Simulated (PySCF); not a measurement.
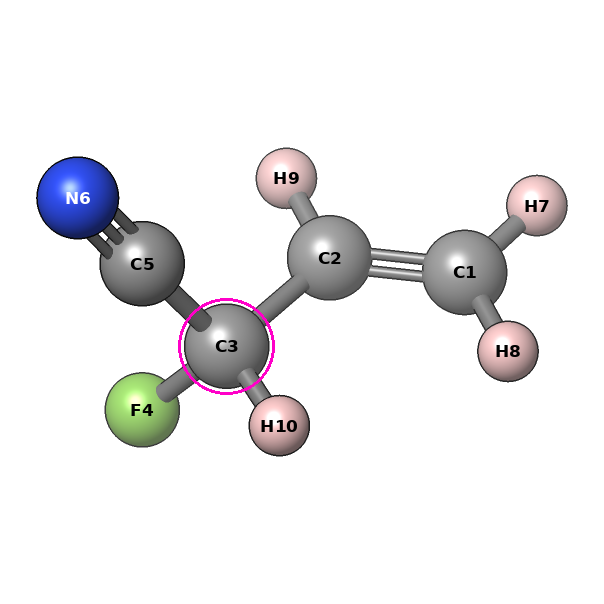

Distant atoms are faded towards the background colour. Circles mark the stereogenic atoms. The computed structure is the end point of a PBE0-D3(BJ)/def2-SVP optimisation. No frequency run is at hand to confirm it as a minimum.

> Assign CIP descriptors.

C3: S (priorities F4 > C5 > C2 > H10).
